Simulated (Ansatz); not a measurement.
**Run report: C3H10O3Si, molecular dynamics (part 1 of 3)**

System: C3H10O3Si.
Method: RKS PBE0-D4/STO-3G (Ansatz 0.2.0).

It belongs to a series of runs on one base structure; here: dynamics from the last frame of an earlier run.

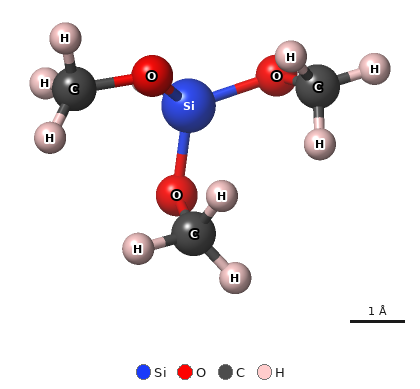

**Figure 1.** The starting structure (ball-and-stick view, seen at a tilt). Bond lengths as drawn: C–H 1.11 to 1.18 Å, C–O 1.42 to 1.52 Å, H–Si 1.55 Å and O–Si 1.61 to 1.75 Å.

**Results in brief**

```json
{"quantity": "outcome", "value": "finished"}
{"quantity": "mean temperature over the second half", "value": "293 K"}
{"quantity": "trajectory", "value": "250 steps, 125 fs"}
{"quantity": "ensemble", "value": "nvt_langevin"}
{"quantity": "temperature in the input", "value": "300.0 K"}
{"quantity": "time step", "value": "0.5 fs"}
{"quantity": "potential energy (last step)", "value": "−17066.2808 eV"}
{"quantity": "mean-field energy (last step)", "value": "−17065.9606 eV"}
{"quantity": "largest force (length of the vector) (last step)", "value": "3.687 eV/Å"}
{"quantity": "hardware", "value": "1 thread of Arm Neoverse V2, 24 GiB of memory available, shared host"}
{"quantity": "wall time", "value": "16 min"}
{"quantity": "peak memory", "value": "0.14 GiB"}
```

So short a trajectory is not equilibrated. The logged temperature at the start can lie below the typed one, since it is counted over all degrees of freedom.

**The input**
```yaml
crystal:
  periodic: [false, false, false]
  atoms:
    - { symbol: Si, position_ang: [-0.305764, -0.187169, 0.005445] }
    - { symbol: O, position_ang: [-0.025621, -0.305096, 1.584172] }
    - { symbol: C, position_ang: [-1.174248, 0.037336, 2.455301] }
    - { symbol: H, position_ang: [-1.945787, -0.692947, 2.796499] }
    - { symbol: H, position_ang: [-0.509042, 0.427808, 3.275648] }
    - { symbol: H, position_ang: [-1.788757, 0.910918, 2.03885] }
    - { symbol: O, position_ang: [1.153146, -0.321524, -0.956771] }
    - { symbol: C, position_ang: [1.911929, -1.456749, -0.57612] }
    - { symbol: H, position_ang: [1.326305, -2.384767, -0.721598] }
    - { symbol: H, position_ang: [2.831105, -1.559886, -1.214549] }
    - { symbol: H, position_ang: [2.181455, -1.364526, 0.539536] }
    - { symbol: H, position_ang: [-0.901468, 1.210722, -0.316796] }
    - { symbol: O, position_ang: [-1.61275, -1.14404, -0.539393] }
    - { symbol: C, position_ang: [-1.463303, -2.536364, 0.05465] }
    - { symbol: H, position_ang: [-2.225065, -2.610495, 0.95345] }
    - { symbol: H, position_ang: [-1.505765, -3.318169, -0.795799] }
    - { symbol: H, position_ang: [-0.434208, -2.640508, 0.461211] }
basis:
  gaussian: { orbitals: STO-3G }
hamiltonian:
  xc: pbe0
  dispersion: d4
md:
  timestep: 0.5
  n_steps: 250
  ensemble: nvt_langevin
  temperature: 300.0
  initial_velocities: maxwell_boltzmann
  seed: 691797
  friction: 0.05
```

Launched with:
```bash
ansatz run input.yaml --threads 1 --pin off --max-ram 2048MiB --backend cpu --events-out ev --progress --plain --runs-dir out
```

**The program's output**
```
Engine: ansatz 0.2.0, aarch64-unknown-linux-gnu
Functional definition: PBE0
  parameter a = 0.25
  parameter kappa = 0.804
  parameter beta = 0.06672455060314922
  exchange = (1 - a)*pbe_x(kappa = kappa, mu = beta*pi^2/3) + a*exact_x
  correlation = pbe_c(beta = beta)
736 factors; integrals over basis functions are off by at most 1.2e-5 eV
mean field evaluation 1: about -17061.2588 eV, gradient 3.4e1 eV
mean field evaluation 2: about -17061.0457 eV, gradient 3.7e1 eV
mean field evaluation 4: about -17065.0207 eV, gradient 1.4e0 eV
mean field evaluation 8: about -17064.9594 eV, gradient 5.0e-2 eV
mean field -17064.95938112 eV, -627.1256902112 hartree, gradient 8.4e-6 eV, S^2 0.000000; 0 other end points of the search recorded, 0 dependent functions left out
the calculation of the forces begins
reference -17064.95940263 eV, -627.1256910017 hartree; 33, 33 occupied and 16, 16 virtual orbitals, 736 factors
md step     0: t =     0.00 fs  T =   282.4 K  F+E_penalty+E_count = -17065.28429184 eV  E_kin = 0.620448 eV  (23 SCF iters)
these checks for a lower state are left out or cut short: starts, cluster_reference, orbital_swaps, neighbouring_geometries, increment
736 factors; integrals over basis functions are off by at most 1.3e-5 eV
mean field evaluation 16: about -17065.0397 eV, gradient 6.7e-1 eV
mean field -17064.97512697 eV, -627.1262688605 hartree, gradient 1.4e-5 eV, S^2 0.000000; 0 other end points of the search recorded, 0 dependent functions left out
the calculation of the forces begins
reference -17064.97514844 eV, -627.1262696496 hartree; 33, 33 occupied and 16, 16 virtual orbitals, 736 factors
md step     1: t =     0.50 fs  T =   302.7 K  F+E_penalty+E_count = -17065.30017794 eV  E_kin = 0.665229 eV  (28 SCF iters)
[... from here on the SCF iterations and repeated set-up lines of each step are left out, up to the last step ...]
md step     2: t =     1.00 fs  T =   322.2 K  F+E_penalty+E_count = -17065.35286436 eV  E_kin = 0.707901 eV  (28 SCF iters)
md step     3: t =     1.50 fs  T =   406.1 K  F+E_penalty+E_count = -17065.43697689 eV  E_kin = 0.892435 eV  (28 SCF iters)
md step     4: t =     2.00 fs  T =   429.0 K  F+E_penalty+E_count = -17065.53491697 eV  E_kin = 0.942606 eV  (28 SCF iters, 3 dispersion substeps)
md step     5: t =     2.50 fs  T =   473.8 K  F+E_penalty+E_count = -17065.64253037 eV  E_kin = 1.041158 eV  (28 SCF iters, 3 dispersion substeps)
md step     6: t =     3.00 fs  T =   482.1 K  F+E_penalty+E_count = -17065.74766284 eV  E_kin = 1.059472 eV  (28 SCF iters, 3 dispersion substeps)
md step     7: t =     3.50 fs  T =   500.9 K  F+E_penalty+E_count = -17065.82569858 eV  E_kin = 1.100601 eV  (28 SCF iters, 3 dispersion substeps)
md step     8: t =     4.00 fs  T =   512.5 K  F+E_penalty+E_count = -17065.87403926 eV  E_kin = 1.126247 eV  (28 SCF iters, 3 dispersion substeps)
md step     9: t =     4.50 fs  T =   497.7 K  F+E_penalty+E_count = -17065.88800266 eV  E_kin = 1.093681 eV  (28 SCF iters, 3 dispersion substeps)
md step    10: t =     5.00 fs  T =   497.5 K  F+E_penalty+E_count = -17065.87470800 eV  E_kin = 1.093322 eV  (28 SCF iters, 3 dispersion substeps)
md step    11: t =     5.50 fs  T =   528.0 K  F+E_penalty+E_count = -17065.85995068 eV  E_kin = 1.160285 eV  (28 SCF iters, 3 dispersion substeps)
md step    12: t =     6.00 fs  T =   522.4 K  F+E_penalty+E_count = -17065.86393312 eV  E_kin = 1.147904 eV  (28 SCF iters, 3 dispersion substeps)
md step    13: t =     6.50 fs  T =   515.5 K  F+E_penalty+E_count = -17065.90571006 eV  E_kin = 1.132783 eV  (28 SCF iters, 3 dispersion substeps)
md step    14: t =     7.00 fs  T =   500.7 K  F+E_penalty+E_count = -17065.97953230 eV  E_kin = 1.100142 eV  (27 SCF iters, 3 dispersion substeps)
md step    15: t =     7.50 fs  T =   573.9 K  F+E_penalty+E_count = -17066.06436074 eV  E_kin = 1.261136 eV  (27 SCF iters, 3 dispersion substeps)
md step    16: t =     8.00 fs  T =   567.1 K  F+E_penalty+E_count = -17066.11522963 eV  E_kin = 1.246114 eV  (23 SCF iters, 3 dispersion substeps)
md step    17: t =     8.50 fs  T =   542.4 K  F+E_penalty+E_count = -17066.11150389 eV  E_kin = 1.191808 eV  (28 SCF iters, 3 dispersion substeps)
md step    18: t =     9.00 fs  T =   511.7 K  F+E_penalty+E_count = -17066.05994382 eV  E_kin = 1.124373 eV  (28 SCF iters, 3 dispersion substeps)
md step    19: t =     9.50 fs  T =   463.8 K  F+E_penalty+E_count = -17065.97985043 eV  E_kin = 1.019175 eV  (28 SCF iters, 3 dispersion substeps)
md step    20: t =    10.00 fs  T =   428.9 K  F+E_penalty+E_count = -17065.88505829 eV  E_kin = 0.942533 eV  (28 SCF iters, 3 dispersion substeps)
md step    21: t =    10.50 fs  T =   357.1 K  F+E_penalty+E_count = -17065.78952882 eV  E_kin = 0.784778 eV  (28 SCF iters, 3 dispersion substeps)
md step    22: t =    11.00 fs  T =   315.2 K  F+E_penalty+E_count = -17065.72705572 eV  E_kin = 0.692609 eV  (27 SCF iters, 3 dispersion substeps)
md step    23: t =    11.50 fs  T =   327.5 K  F+E_penalty+E_count = -17065.71824346 eV  E_kin = 0.719547 eV  (25 SCF iters, 3 dispersion substeps)
md step    24: t =    12.00 fs  T =   317.0 K  F+E_penalty+E_count = -17065.75755219 eV  E_kin = 0.696515 eV  (27 SCF iters, 3 dispersion substeps)
md step    25: t =    12.50 fs  T =   315.5 K  F+E_penalty+E_count = -17065.82831029 eV  E_kin = 0.693198 eV  (27 SCF iters, 3 dispersion substeps)
md step    26: t =    13.00 fs  T =   377.0 K  F+E_penalty+E_count = -17065.91815227 eV  E_kin = 0.828429 eV  (27 SCF iters, 3 dispersion substeps)
md step    27: t =    13.50 fs  T =   428.0 K  F+E_penalty+E_count = -17066.00763804 eV  E_kin = 0.940532 eV  (27 SCF iters, 3 dispersion substeps)
md step    28: t =    14.00 fs  T =   429.1 K  F+E_penalty+E_count = -17066.06550591 eV  E_kin = 0.942983 eV  (28 SCF iters, 3 dispersion substeps)
md step    29: t =    14.50 fs  T =   415.6 K  F+E_penalty+E_count = -17066.07586132 eV  E_kin = 0.913242 eV  (28 SCF iters, 3 dispersion substeps)
md step    30: t =    15.00 fs  T =   391.8 K  F+E_penalty+E_count = -17066.04799690 eV  E_kin = 0.860907 eV  (27 SCF iters, 3 dispersion substeps)
md step    31: t =    15.50 fs  T =   363.2 K  F+E_penalty+E_count = -17066.01155704 eV  E_kin = 0.798089 eV  (27 SCF iters, 3 dispersion substeps)
md step    32: t =    16.00 fs  T =   352.1 K  F+E_penalty+E_count = -17065.99615418 eV  E_kin = 0.773752 eV  (27 SCF iters, 3 dispersion substeps)
md step    33: t =    16.50 fs  T =   326.9 K  F+E_penalty+E_count = -17066.01666821 eV  E_kin = 0.718337 eV  (23 SCF iters, 3 dispersion substeps)
md step    34: t =    17.00 fs  T =   326.8 K  F+E_penalty+E_count = -17066.08259744 eV  E_kin = 0.718089 eV  (27 SCF iters, 3 dispersion substeps)
md step    35: t =    17.50 fs  T =   410.5 K  F+E_penalty+E_count = -17066.18773308 eV  E_kin = 0.902065 eV  (27 SCF iters, 3 dispersion substeps)
md step    36: t =    18.00 fs  T =   477.3 K  F+E_penalty+E_count = -17066.29927638 eV  E_kin = 1.048873 eV  (28 SCF iters, 3 dispersion substeps)
md step    37: t =    18.50 fs  T =   460.1 K  F+E_penalty+E_count = -17066.38609394 eV  E_kin = 1.011043 eV  (27 SCF iters, 3 dispersion substeps)
md step    38: t =    19.00 fs  T =   450.3 K  F+E_penalty+E_count = -17066.43429012 eV  E_kin = 0.989575 eV  (27 SCF iters, 3 dispersion substeps)
md step    39: t =    19.50 fs  T =   459.1 K  F+E_penalty+E_count = -17066.43428848 eV  E_kin = 1.008866 eV  (27 SCF iters, 3 dispersion substeps)
md step    40: t =    20.00 fs  T =   404.0 K  F+E_penalty+E_count = -17066.39444979 eV  E_kin = 0.887760 eV  (28 SCF iters, 3 dispersion substeps)
md step    41: t =    20.50 fs  T =   406.6 K  F+E_penalty+E_count = -17066.32528115 eV  E_kin = 0.893375 eV  (28 SCF iters, 3 dispersion substeps)
md step    42: t =    21.00 fs  T =   369.0 K  F+E_penalty+E_count = -17066.24640166 eV  E_kin = 0.810897 eV  (28 SCF iters, 3 dispersion substeps)
md step    43: t =    21.50 fs  T =   340.0 K  F+E_penalty+E_count = -17066.17975604 eV  E_kin = 0.747173 eV  (28 SCF iters, 3 dispersion substeps)
md step    44: t =    22.00 fs  T =   315.0 K  F+E_penalty+E_count = -17066.13114672 eV  E_kin = 0.692240 eV  (28 SCF iters, 3 dispersion substeps)
md step    45: t =    22.50 fs  T =   295.8 K  F+E_penalty+E_count = -17066.10194433 eV  E_kin = 0.650071 eV  (28 SCF iters, 3 dispersion substeps)
md step    46: t =    23.00 fs  T =   311.4 K  F+E_penalty+E_count = -17066.08171738 eV  E_kin = 0.684243 eV  (28 SCF iters, 3 dispersion substeps)
md step    47: t =    23.50 fs  T =   326.4 K  F+E_penalty+E_count = -17066.06332095 eV  E_kin = 0.717264 eV  (28 SCF iters, 3 dispersion substeps)
md step    48: t =    24.00 fs  T =   310.2 K  F+E_penalty+E_count = -17066.04936298 eV  E_kin = 0.681584 eV  (28 SCF iters, 3 dispersion substeps)
md step    49: t =    24.50 fs  T =   310.3 K  F+E_penalty+E_count = -17066.04302171 eV  E_kin = 0.681817 eV  (28 SCF iters, 3 dispersion substeps)
md step    50: t =    25.00 fs  T =   301.2 K  F+E_penalty+E_count = -17066.04471088 eV  E_kin = 0.661961 eV  (24 SCF iters, 3 dispersion substeps)
md step    51: t =    25.50 fs  T =   302.5 K  F+E_penalty+E_count = -17066.05470312 eV  E_kin = 0.664619 eV  (28 SCF iters, 3 dispersion substeps)
md step    52: t =    26.00 fs  T =   312.6 K  F+E_penalty+E_count = -17066.07089488 eV  E_kin = 0.686990 eV  (27 SCF iters, 3 dispersion substeps)
md step    53: t =    26.50 fs  T =   316.1 K  F+E_penalty+E_count = -17066.08146429 eV  E_kin = 0.694553 eV  (27 SCF iters, 3 dispersion substeps)
md step    54: t =    27.00 fs  T =   299.4 K  F+E_penalty+E_count = -17066.07666037 eV  E_kin = 0.657902 eV  (27 SCF iters, 3 dispersion substeps)
md step    55: t =    27.50 fs  T =   286.7 K  F+E_penalty+E_count = -17066.05203704 eV  E_kin = 0.629920 eV  (28 SCF iters, 3 dispersion substeps)
md step    56: t =    28.00 fs  T =   251.6 K  F+E_penalty+E_count = -17066.00665871 eV  E_kin = 0.552818 eV  (28 SCF iters, 3 dispersion substeps)
md step    57: t =    28.50 fs  T =   229.8 K  F+E_penalty+E_count = -17065.95503234 eV  E_kin = 0.504870 eV  (27 SCF iters, 3 dispersion substeps)
md step    58: t =    29.00 fs  T =   182.3 K  F+E_penalty+E_count = -17065.91054406 eV  E_kin = 0.400592 eV  (28 SCF iters, 3 dispersion substeps)
md step    59: t =    29.50 fs  T =   216.7 K  F+E_penalty+E_count = -17065.88766976 eV  E_kin = 0.476145 eV  (28 SCF iters, 3 dispersion substeps)
md step    60: t =    30.00 fs  T =   207.8 K  F+E_penalty+E_count = -17065.89205266 eV  E_kin = 0.456655 eV  (28 SCF iters, 3 dispersion substeps)
md step    61: t =    30.50 fs  T =   231.0 K  F+E_penalty+E_count = -17065.91699470 eV  E_kin = 0.507567 eV  (27 SCF iters, 3 dispersion substeps)
md step    62: t =    31.00 fs  T =   252.3 K  F+E_penalty+E_count = -17065.94843606 eV  E_kin = 0.554383 eV  (27 SCF iters, 3 dispersion substeps)
md step    63: t =    31.50 fs  T =   289.4 K  F+E_penalty+E_count = -17065.98847031 eV  E_kin = 0.635825 eV  (28 SCF iters, 3 dispersion substeps)
md step    64: t =    32.00 fs  T =   365.6 K  F+E_penalty+E_count = -17066.03742471 eV  E_kin = 0.803481 eV  (27 SCF iters, 3 dispersion substeps)
md step    65: t =    32.50 fs  T =   351.3 K  F+E_penalty+E_count = -17066.07392529 eV  E_kin = 0.772040 eV  (28 SCF iters, 3 dispersion substeps)
md step    66: t =    33.00 fs  T =   367.1 K  F+E_penalty+E_count = -17066.10158669 eV  E_kin = 0.806586 eV  (28 SCF iters, 3 dispersion substeps)
md step    67: t =    33.50 fs  T =   342.4 K  F+E_penalty+E_count = -17066.12040594 eV  E_kin = 0.752415 eV  (28 SCF iters, 3 dispersion substeps)
md step    68: t =    34.00 fs  T =   345.2 K  F+E_penalty+E_count = -17066.13190840 eV  E_kin = 0.758545 eV  (24 SCF iters, 3 dispersion substeps)
md step    69: t =    34.50 fs  T =   362.9 K  F+E_penalty+E_count = -17066.14058345 eV  E_kin = 0.797376 eV  (28 SCF iters, 3 dispersion substeps)
md step    70: t =    35.00 fs  T =   369.3 K  F+E_penalty+E_count = -17066.14186072 eV  E_kin = 0.811609 eV  (27 SCF iters, 3 dispersion substeps)
md step    71: t =    35.50 fs  T =   357.7 K  F+E_penalty+E_count = -17066.13702047 eV  E_kin = 0.785993 eV  (28 SCF iters, 3 dispersion substeps)
md step    72: t =    36.00 fs  T =   382.3 K  F+E_penalty+E_count = -17066.12837872 eV  E_kin = 0.840118 eV  (28 SCF iters, 3 dispersion substeps)
md step    73: t =    36.50 fs  T =   318.5 K  F+E_penalty+E_count = -17066.11401492 eV  E_kin = 0.699933 eV  (28 SCF iters, 3 dispersion substeps)
md step    74: t =    37.00 fs  T =   300.2 K  F+E_penalty+E_count = -17066.09875575 eV  E_kin = 0.659618 eV  (28 SCF iters, 3 dispersion substeps)
md step    75: t =    37.50 fs  T =   283.0 K  F+E_penalty+E_count = -17066.09858957 eV  E_kin = 0.621885 eV  (28 SCF iters, 3 dispersion substeps)
md step    76: t =    38.00 fs  T =   320.1 K  F+E_penalty+E_count = -17066.12054197 eV  E_kin = 0.703404 eV  (28 SCF iters, 3 dispersion substeps)
md step    77: t =    38.50 fs  T =   331.2 K  F+E_penalty+E_count = -17066.15930862 eV  E_kin = 0.727703 eV  (27 SCF iters, 3 dispersion substeps)
md step    78: t =    39.00 fs  T =   356.6 K  F+E_penalty+E_count = -17066.19777570 eV  E_kin = 0.783513 eV  (28 SCF iters, 3 dispersion substeps)
md step    79: t =    39.50 fs  T =   363.1 K  F+E_penalty+E_count = -17066.22193814 eV  E_kin = 0.797845 eV  (27 SCF iters, 3 dispersion substeps)
md step    80: t =    40.00 fs  T =   374.3 K  F+E_penalty+E_count = -17066.22204498 eV  E_kin = 0.822601 eV  (27 SCF iters, 3 dispersion substeps)
md step    81: t =    40.50 fs  T =   341.6 K  F+E_penalty+E_count = -17066.19609648 eV  E_kin = 0.750557 eV  (27 SCF iters, 3 dispersion substeps)
md step    82: t =    41.00 fs  T =   323.6 K  F+E_penalty+E_count = -17066.15596587 eV  E_kin = 0.711021 eV  (27 SCF iters, 3 dispersion substeps)
md step    83: t =    41.50 fs  T =   321.5 K  F+E_penalty+E_count = -17066.11502177 eV  E_kin = 0.706505 eV  (28 SCF iters, 3 dispersion substeps)
md step    84: t =    42.00 fs  T =   299.2 K  F+E_penalty+E_count = -17066.08201409 eV  E_kin = 0.657467 eV  (28 SCF iters, 3 dispersion substeps)
md step    85: t =    42.50 fs  T =   287.0 K  F+E_penalty+E_count = -17066.06573516 eV  E_kin = 0.630561 eV  (27 SCF iters, 3 dispersion substeps)
md step    86: t =    43.00 fs  T =   327.5 K  F+E_penalty+E_count = -17066.07107349 eV  E_kin = 0.719545 eV  (24 SCF iters, 3 dispersion substeps)
md step    87: t =    43.50 fs  T =   325.8 K  F+E_penalty+E_count = -17066.08964369 eV  E_kin = 0.715916 eV  (27 SCF iters, 3 dispersion substeps)
md step    88: t =    44.00 fs  T =   347.6 K  F+E_penalty+E_count = -17066.11223074 eV  E_kin = 0.763891 eV  (27 SCF iters, 3 dispersion substeps)
md step    89: t =    44.50 fs  T =   331.2 K  F+E_penalty+E_count = -17066.12365458 eV  E_kin = 0.727688 eV  (27 SCF iters, 3 dispersion substeps)
md step    90: t =    45.00 fs  T =   329.8 K  F+E_penalty+E_count = -17066.11564615 eV  E_kin = 0.724738 eV  (27 SCF iters, 3 dispersion substeps)
md step    91: t =    45.50 fs  T =   323.8 K  F+E_penalty+E_count = -17066.09295686 eV  E_kin = 0.711605 eV  (28 SCF iters, 3 dispersion substeps)
md step    92: t =    46.00 fs  T =   305.0 K  F+E_penalty+E_count = -17066.07240653 eV  E_kin = 0.670136 eV  (28 SCF iters, 3 dispersion substeps)
md step    93: t =    46.50 fs  T =   285.5 K  F+E_penalty+E_count = -17066.06469400 eV  E_kin = 0.627456 eV  (26 SCF iters, 3 dispersion substeps)
md step    94: t =    47.00 fs  T =   296.0 K  F+E_penalty+E_count = -17066.06635508 eV  E_kin = 0.650521 eV  (26 SCF iters, 3 dispersion substeps)
md step    95: t =    47.50 fs  T =   290.4 K  F+E_penalty+E_count = -17066.07352117 eV  E_kin = 0.638203 eV  (27 SCF iters, 3 dispersion substeps)
md step    96: t =    48.00 fs  T =   323.9 K  F+E_penalty+E_count = -17066.09804184 eV  E_kin = 0.711777 eV  (26 SCF iters, 3 dispersion substeps)
md step    97: t =    48.50 fs  T =   390.2 K  F+E_penalty+E_count = -17066.13977337 eV  E_kin = 0.857331 eV  (27 SCF iters, 3 dispersion substeps)
md step    98: t =    49.00 fs  T =   415.2 K  F+E_penalty+E_count = -17066.18232034 eV  E_kin = 0.912279 eV  (26 SCF iters, 3 dispersion substeps)
md step    99: t =    49.50 fs  T =   434.8 K  F+E_penalty+E_count = -17066.21029898 eV  E_kin = 0.955342 eV  (27 SCF iters, 3 dispersion substeps)
md step   100: t =    50.00 fs  T =   390.4 K  F+E_penalty+E_count = -17066.21189791 eV  E_kin = 0.857799 eV  (26 SCF iters, 3 dispersion substeps)
```
